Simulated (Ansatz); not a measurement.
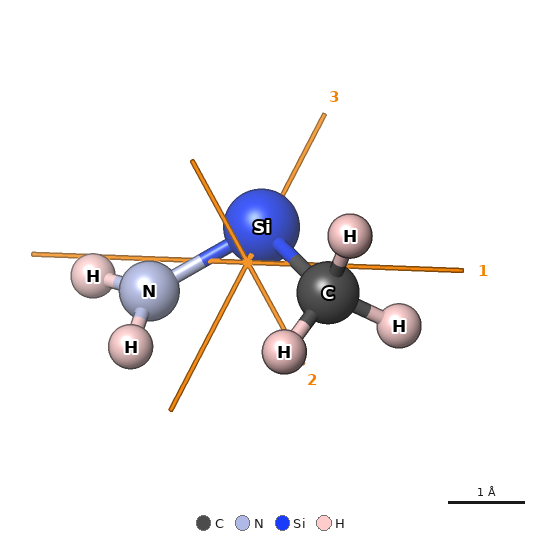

The three principal axes of inertia are drawn and numbered. Atoms fade into the background with distance from the viewer. Computed geometry: PBE0-D4/def2-TZVP optimisation. No frequency run is at hand to confirm it as a minimum. Masses are those of the most abundant isotopes; constants are for the rigid equilibrium geometry.

> Which line is the a axis (least moment of inertia), which b and which c?

a is line 1, b is line 3, c is line 2; the moments are 25.4, 67.4, 89.7 u Å².

> Classify the rotor and give the rotational constants (MHz).

An asymmetric top (Cs): A = 19905, B = 7502, C = 5635 MHz. Ray's parameter κ is −0.74, nearer the prolate limit.
